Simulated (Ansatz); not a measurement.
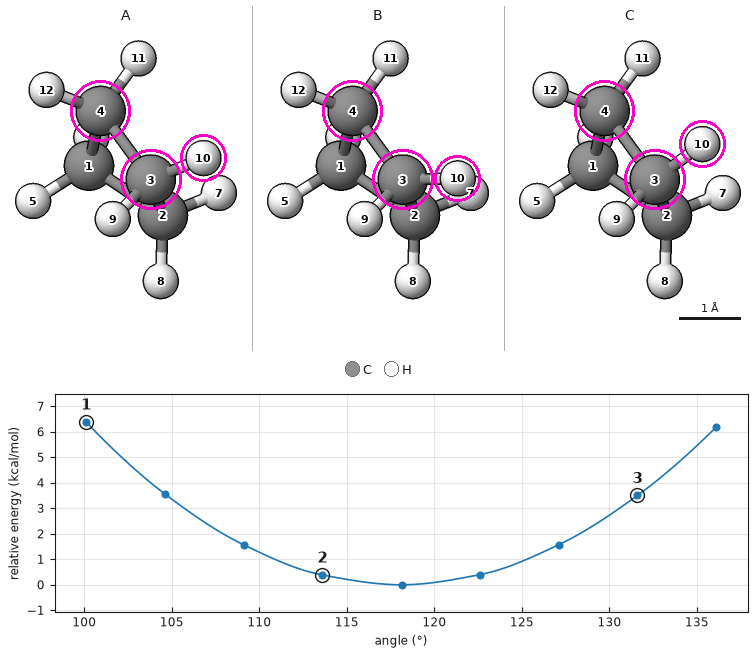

Energy scan for C₄H₈, in which one H–C–C angle is varied, with the rest of the molecule carried along rigidly. The frames are shuffled; the numbered points of the plot belong to them. A ball-and-stick model, seen onto the plane of the angle, with a slight tilt. The ringed atoms are those of the scanned coordinate.

Level of theory: CCSD(T) (def2-TZVPP, Ansatz), on geometries moved rigidly from the minimum at PBE0-D4/def2-TZVP. Coupled cluster with a frozen core. Energies are counted from the PBE0-D4/def2-TZVP minimum geometry at the same level.

Question: Which frame belongs to which numbered point?

Answer: Point 1 is frame C (the angle 100.1°, 6.39 kcal/mol); 2 is frame A (the angle 113.6°, 0.39 kcal/mol); 3 is frame B (the angle 131.6°, 3.50 kcal/mol). The lowest computed point lies at the angle 118.1° (0.00 kcal/mol). At the ends of the scan the energy is 6.39 kcal/mol (100.1°) and 6.19 kcal/mol (136.1°). The curvature at the lowest point is about 5.5 eV/rad².
